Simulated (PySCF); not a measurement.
FO3W (charge −1)

```xyz
5

W     0.0000   -0.0844    0.0647
O     1.4322   -0.1092    1.0772
O     0.0000    1.3796   -0.9008
O    -1.4322   -0.1092    1.0772
F     0.0000   -1.6150   -1.0980
```

Core potentials replace the inner electrons of W.

All numbers below come from RKS B3LYP, W def2-SVP with ECP60, O def2-SVP, F def2-SVP; non-relativistic Hamiltonian with scalar-relativistic core potentials where named; density fitting in PySCF 2.14.0.

Predict the electron density and electron localisation function between the atoms.

Answer. W–O (1.75 Å): the density is about 1.6 e/Å³ at the midpoint; the ELF peaks at about 0.80 in the valence shell of O, 0.5 Å from its nucleus, and drops to about 0.35 between the two atoms.
W–F (1.92 Å): ρ at the midpoint is about 0.9 e/Å³; the ELF peaks at about 0.85 in the valence shell of F, 0.5 Å from its nucleus, and drops to about 0.20 between the two atoms.

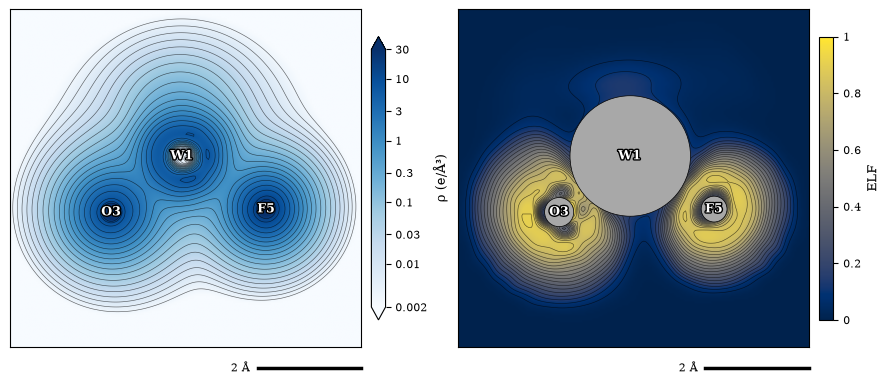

Computed electron density and electron localisation function on the plane of atoms O3, W1 and F5, in this order. Grey discs cover the atomic cores in the ELF map. 
